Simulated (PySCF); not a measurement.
Consider C5H13OSi (doublet).

Input

```
{"job": {"kind": "epr", "basis": "pcH-1"}, "charge": 0, "multiplicity": 2}
C      1.273986    -2.016728     0.389486
C      0.112278    -1.324078    -0.312184
C      0.107868     0.180975    -0.045040
C     -1.115978     0.888796    -0.632185
C     -2.416393     0.558904     0.089271
O      1.270302     0.732235    -0.634690
Si     2.293072     1.835032    -0.050378
H      2.218091    -1.591555     0.058086
H      1.197114    -1.891103     1.468054
H      1.273943    -3.080619     0.164639
H     -0.831105    -1.749786     0.031738
H      0.190648    -1.478082    -1.390092
H      0.133681     0.353874     1.040766
H     -1.194737     0.627372    -1.689083
H     -0.931595     1.964171    -0.571388
H     -3.225745     1.168021    -0.305993
H     -2.685337    -0.485995    -0.041447
H     -2.324128     0.760383     1.154439
H      2.945702     1.398169     1.179062
H      1.703183     3.160692     0.093906
```

Run with:

```sh
OMP_NUM_THREADS=1 python probes_run.py task.json out
```

Geometry: GFN2-xTB.

All numbers below come from UKS B3LYP, pcH-1 on C H O Si, non-relativistic, mean-field spin-orbit, GIAO in PySCF.

What will maps of the electron density, electron localisation function and spin density show?

Answer. C–C (1.52 Å): ρ at the midpoint is about 1.6 e/Å³; the ELF peaks at about 0.95 between the atoms: a shared electron pair.
C–H (1.09 Å): ρ is about 2 e/Å³ halfway; the ELF climbs to about 1 towards the hydrogen, as it does in any bond to H (a covalent bond by its length).
The unpaired spin (1 electron) lies mostly on Si7 (about 0.8), in electrons by Hirshfeld's partition.

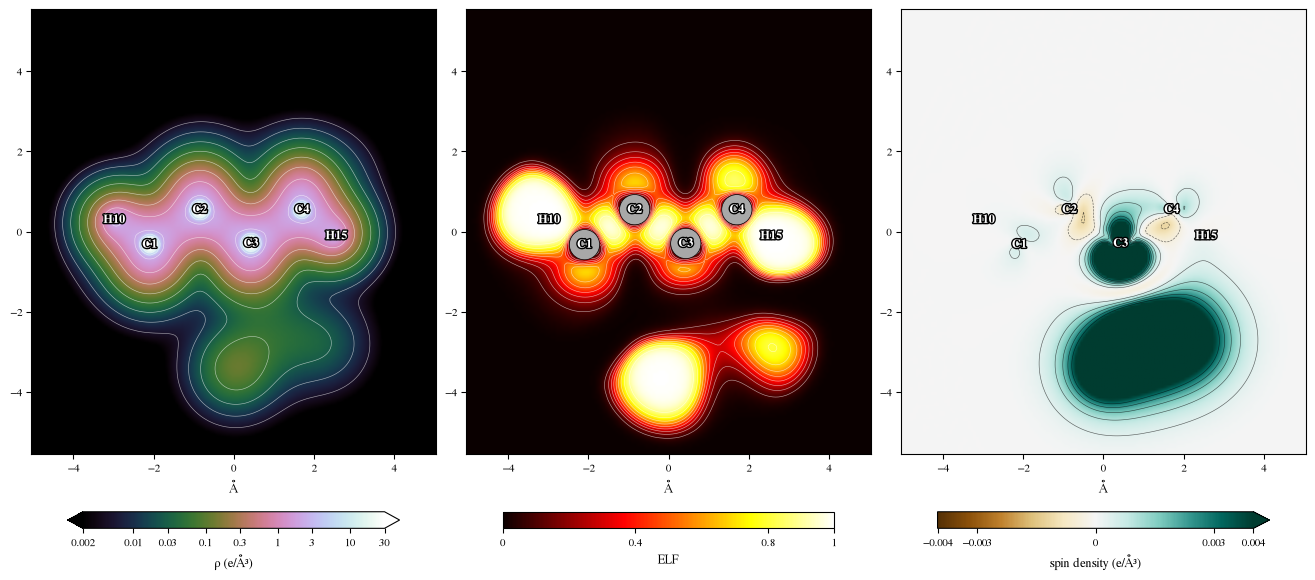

Computed electron density, electron localisation function and spin density on the plane of atoms C1, C2 and C3, in this order. Grey discs cover the atomic cores in the ELF map. 
